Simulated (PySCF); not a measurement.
```xyz
20

Sn   -0.1376    0.2730   -0.4366
C    -0.1249    0.2202    1.7306
C     0.4867   -1.0530    2.3003
H    -1.1660    0.3439    2.0710
H     0.4217    1.1109    2.0821
H     0.4750   -1.0613    3.4035
H    -0.0546   -1.9531    1.9663
H     1.5375   -1.1772    1.9905
C     1.8988    0.2625   -1.1503
H     1.9238    0.2679   -2.2498
H     2.4255   -0.6350   -0.7940
H     2.4358    1.1503   -0.7849
C    -1.1430    2.0480   -1.1398
H    -1.1582    2.0675   -2.2394
H    -0.6276    2.9508   -0.7807
H    -2.1810    2.0703   -0.7767
C    -1.1531   -1.4833   -1.1743
H    -1.2560   -1.4349   -2.2683
H    -2.1570   -1.5647   -0.7324
H    -0.5834   -2.3885   -0.9179
```

Geometry: PBE0-D3(BJ)/def2-SVP; core potentials replace the inner electrons of Sn.

All numbers below come from PySCF 2.14.0, B3LYP/def2-SVPD, SCF density, gas phase, scalar-relativistic core potentials on the heavy atoms.

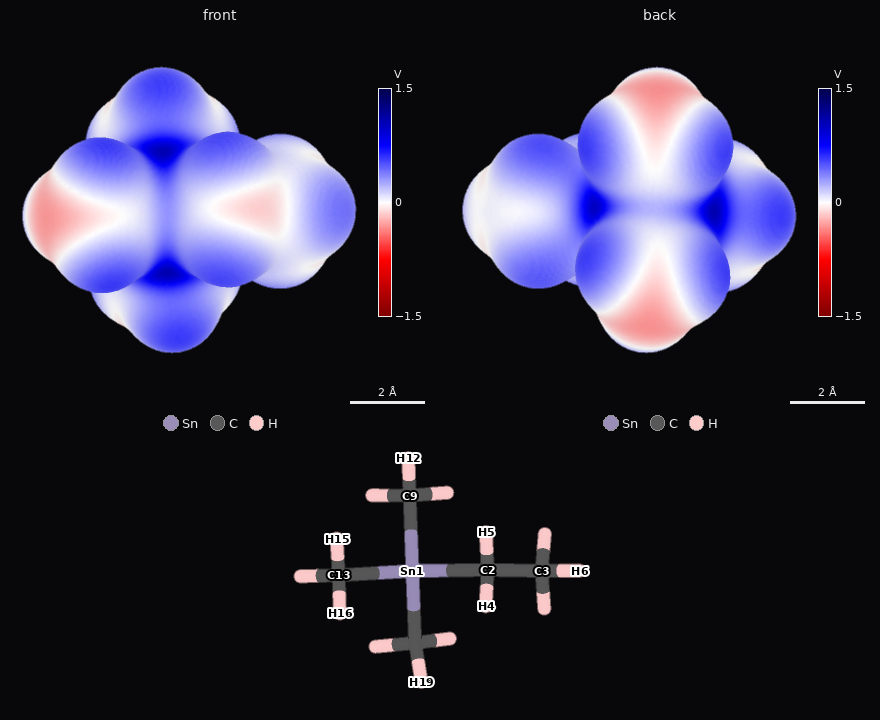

C5H14Sn (SnEtMe3). The molecular electrostatic potential painted on the density surface at 0.002 e/bohr³, seen from the front and from behind; the colour scale runs from red (negative) to blue (positive). The bare structure is drawn below in the same view.

Question: Which sites attract a positive test charge, and which a negative one?

Answer: A positive charge is drawn to the negative regions and a negative charge to the positive ones. The most negative region (about −0.3 V, or −7 kcal/mol for a unit charge) lies over C9, C13 and C17, the most positive (about +1.0 V, or +23 kcal/mol for a unit charge) over Sn1.
